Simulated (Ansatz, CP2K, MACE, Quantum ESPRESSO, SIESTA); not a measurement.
# Amorphous HfO2 at 8.62 g/cm³ (84 atoms): one relaxed cell, several methods

What does relaxation change in amorphous HfO2 at 8.62 g/cm³ (84 atoms), and how far do other programs agree with plane waves on the relaxed cell?

These are calculated values.

## (1) The cell

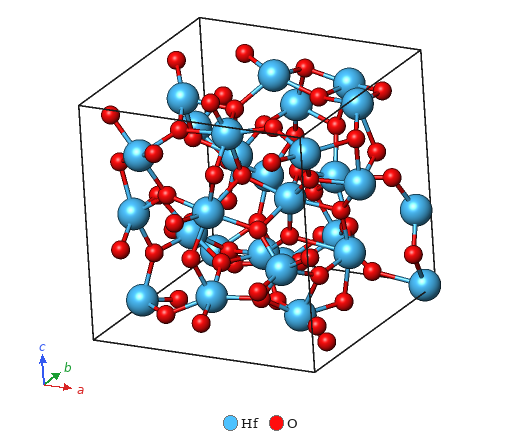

The cell (hafnium blue, oxygen red). Bonds to atoms that aren't drawn are left out. Some periodic images of atoms are drawn too.

The cell holds 84 atoms (28 Hf and 56 O), with edges of 10.43, 10.43 and 10.43 Å. Recipe: 84 atoms (28 Zr, 56 O) placed at random at 5.04 g/cm³, melted at 5000 K for 10 ps at fixed volume with the Morse and Coulomb pair potential with partial charges (Pedone, Malavasi, Menziani, Cormack and Segre, J. Phys. Chem. B 110, 11780 (2006)). Quenched from 5000 K to 300 K at 50 K/ps and fixed volume, held 5 ps, then minimised at fixed cell. Then Zr was replaced by Hf at the same volume (the potential has no terms for Hf, so the cell is a start for a DFT relaxation). Then the atoms were relaxed with MACE MP-0b3 medium in the fixed cell. Then the atoms were relaxed with CP2K double zeta, PBE.

## (2) The relaxation

CP2K double zeta (DZVP-MOLOPT-SR, GTH-PBE potentials, 480 Ry; k-points Γ) took 26 geometry steps and reached its thresholds. It started from the geometry that MACE MP-0b3 medium had relaxed.

Elapsed: 29 min, on 4 MPI ranks of Arm Neoverse V1, shared host; peak memory 3.7 GiB.

```csv
,before,after
energy (meV/atom),0,-3.3
Hf-O bonds under 2.82 Å,170 at 2.146 Å,168 at 2.136 Å
```

Atoms moved by 0.04 Å r.m.s. and 0.11 Å at most, with the common shift taken off.

## (3) Structure of the relaxed cell

Density 8.62 g/cm³, 13.52 Å³ an atom.

g(r), total and by pair (bins of 0.2 Å):

```csv
r (Å),total,O-O,O-Hf,Hf-Hf
1.80,0.04,0.00,0.08,0.00
2.00,2.54,0.00,5.71,0.00
2.20,1.79,0.00,4.03,0.00
2.40,0.40,0.14,0.75,0.00
2.60,0.73,1.46,0.17,0.00
2.80,1.28,2.80,0.07,0.00
3.00,1.09,2.33,0.06,0.25
3.20,0.89,1.44,0.25,1.22
3.40,0.89,0.98,0.45,2.30
3.60,0.83,0.63,0.70,2.10
3.80,1.01,0.61,0.97,2.71
4.00,1.14,0.84,1.29,1.67
4.20,1.07,0.89,1.30,0.84
4.40,0.93,0.57,1.40,0.48
4.60,1.03,0.64,1.56,0.50
4.80,1.08,0.86,1.41,0.70
5.00,0.89,0.94,0.89,0.65
```

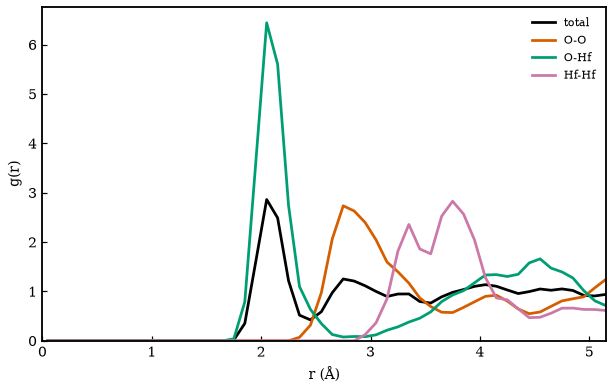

Pair distribution functions, lightly smoothed.

Bonds by pair of elements; cutoffs follow the first minimum of g(r), held within bounds set by covalent radii, and pairs that aren't listed don't count as bonded:

```csv
pair A-B,cutoff (Å),bonds,mean length (Å),spread (Å),shortest (Å),B about A,A about B
O-Hf,2.82,168,2.14,0.14,1.87,3,6
```

How many atoms have how many bonded neighbours:

```csv
element,mean,2,3,4,5,6,7
Hf,6,0,0,1,3,19,5
O,3,6,44,6,0,0,0
```

Bond angles (no mean is given where the spread exceeds 20°):

```csv
angle,count,mean (°),spread (°)
O-Hf-O,426,-,-
Hf-O-Hf,174,117,18.6
```

Bond length by coordination (bonds to H left out):

```csv
element,coordination,atoms,mean bond length (Å)
Hf,4,1,1.99
Hf,5,3,2.07
Hf,6,19,2.13
Hf,7,5,2.20
O,2,6,1.98
O,3,44,2.13
O,4,6,2.26
```

First main peaks of g(r), for some of the pairs, lie near 2.8 Å (O-O) and 2.1 Å (O-Hf). Counting bonds as in the table, 68 % of Hf atoms have 6 and 79 % of O atoms have 3 bonded neighbours. Bonds at O atoms with 2 neighbours average 1.98 Å, against 2.26 Å at those with 4.

## (4) The plane-wave reference

Quantum ESPRESSO 7.5: Kohn-Sham DFT, PBE, SSSP efficiency 1.3.0 pseudopotentials, plane waves. Its input for the relaxed cell:

```
&control
  calculation = 'scf'
  pseudo_dir = './pseudo'
  outdir = './tmp'
  disk_io = 'none'
  tprnfor = .true.
  tstress = .true.
/
&system
  ibrav = 0
  nat = 84
  ntyp = 2
  ecutwfc = 60
  ecutrho = 480
  nosym = .true.
  occupations = 'smearing'
  smearing = 'fd'
  degauss = 0.003675
/
&electrons
  conv_thr = 4.2e-07
  electron_maxstep = 100
  mixing_beta = 0.4
  mixing_mode = 'plain'
  diagonalization = 'david'
/
ATOMIC_SPECIES
Hf 178.490 Hf.upf
O 15.999 O.upf
CELL_PARAMETERS angstrom
10.43370 0.00000 0.00000
0.00000 10.43370 0.00000
0.00000 0.00000 10.43370
ATOMIC_POSITIONS crystal
Hf 0.10217 0.23052 0.09740
Hf 0.86353 0.57280 0.27672
Hf 0.98532 0.47583 0.62241
[... 79 atom lines left out ...]
O 0.40312 0.99865 0.55404
O 0.26568 0.12549 0.09844
K_POINTS gamma
```

Wall time 3.7 min (4 MPI ranks of Arm Neoverse V1, shared host); peak memory 3.9 GiB; 15 min of CPU time.

## (5) All levels at this geometry

CPU times are from a shared host and are rough.

| level | basis or training data | k-points | own r.m.s. force (meV/Å) | difference from the reference (meV/Å) | pressure (GPa) | Kohn-Sham gap (eV) | CPU time | memory (GiB) |
| --- | --- | --- | --- | --- | --- | --- | --- | --- |
| QE, PBE | plane waves, SSSP efficiency, 60/480 Ry | Γ | 114 | - | -2.78 | 3.79 | 15 min | 3.9 |
| CP2K triple zeta, PBE | TZV2P-UZH, GTH-PBE potentials, 600 Ry | Γ | 73 | 101 | -6.01 | 3.82 | 15 min | 7.5 |
| SIESTA DZP, PBE | DZP orbitals, shift 0.01 Ry, mesh 400 Ry | Γ | 232 | 140 | -0.82 | 3.71 | 5.7 min | 2.0 |
| MACE MP-0b3 medium | trained on PBE(+U) plane-wave data | - | 135 | 73 | -3.43 | - | 8.8 s | 1.1 |

The gap is the spacing of the highest filled and lowest empty Kohn-Sham level on the mesh; a dash marks partly filled levels, a spacing under 0.15 eV or a method without such levels.

## (6) What came out

Relaxation in the fixed cell lowers the energy by 3 meV/atom at its own level and moves atoms by up to 0.11 Å. By the cutoffs of the final cell 0 bonds formed and 2 were lost, leaving 168. The reference finds an r.m.s. force of 114 meV/Å there and a pressure of -2.78 GPa, at a geometry that CP2K double zeta made.

Forces differ from the reference's by 73 meV/Å (MACE MP-0b3 medium), 101 meV/Å (CP2K triple zeta, PBE) and 140 meV/Å (SIESTA DZP, PBE). CP2K double zeta is at its own minimum here, so the reference's force is itself a measure of how the two differ. Pressures lie -0.6 GPa (MACE MP-0b3 medium), -3.2 GPa (CP2K triple zeta, PBE) and +2.0 GPa (SIESTA DZP, PBE) from the reference's. The highest filled and lowest empty levels lie 3.79 eV apart in the reference, against 3.82 eV in CP2K triple zeta, PBE and 3.71 eV in SIESTA DZP, PBE. Counting bonds as in the table, 68 % of Hf atoms have 6 and 79 % of O atoms have 3 bonded neighbours.

Caveats: The density was set by the recipe and held. One sample of a disordered cell; defect or tail levels can set the gap. Gaps are read on the mesh, which holds the band edges only if they fold onto it, and semilocal functionals tend to put them under measured ones. The quench rate of 50 K/ps is many orders above laboratory rates, so the cell is likely richer in defects and strain than a real sample. The reference samples only Γ, in a cell whose shortest periodic width is 10 Å. Spin–orbit coupling is left out, which matters for the levels of the heavy elements. The plane-wave runs aren't exact: their cutoffs and mesh weren't converged further here. SIESTA's automatically made basis is far from complete, and its potentials were converted by us (checked for H, C, O, Si, Ge and Ca alone). Where levels are smeared, the DFT runs use Fermi–Dirac occupations at 580 K (0.05 eV), and energies are free energies.

[Logs are printed without paths, hosts, clocks, repeated set-up lines and the standing remarks that a program may print on its own settings, such as how far it seeks lower states.]

[Hosts, paths, dates, database ids (printed as entryN), source tags and the programs' standing remarks are cut or masked in the printed files.]
